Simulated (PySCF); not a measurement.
Al(Me)3(HOMe), C4H13AlO, singlet, GFN2-xTB optimised geometry. Atoms within 1.6 Å of the plane z = 0.0 Å (x, y, z in Å): Al1 (-0.23, 0.00, 0.00), C2 (1.78, 0.00, 0.00), H3 (2.25, -0.96, -0.26), H4 (2.14, 0.23, 1.01), H5 (2.24, 0.76, -0.65), C6 (-1.19, -1.57, 0.81), H8 (-0.65, -2.52, 0.67), H9 (-2.20, -1.74, 0.42), C10 (-1.20, 1.76, 0.00), H11 (-0.73, 2.52, -0.64), H12 (-1.22, 2.20, 1.00), H13 (-2.25, 1.70, -0.31).

Level of theory: PySCF 2.14.0 with CAM-B3LYP/def2-SVP. Cells within 0.4 Å of a nucleus heavier than hydrogen are left out (blank, or x).

Map of the HOMO amplitude (bohr^(-3/2)) on the plane z = 0.0 Å; orbital energy -8.00 eV, overall sign arbitrary:

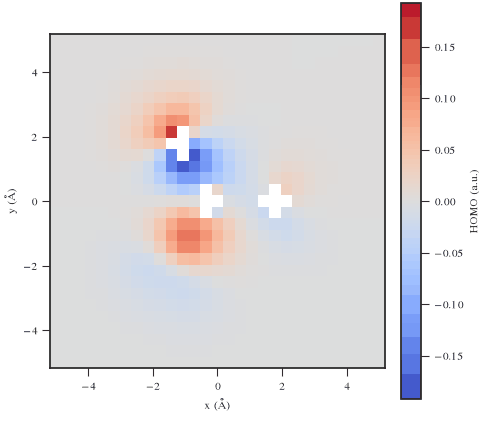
Fig. 1. HOMO amplitude (bohr^(-3/2)) on the plane z = 0.0 Å.
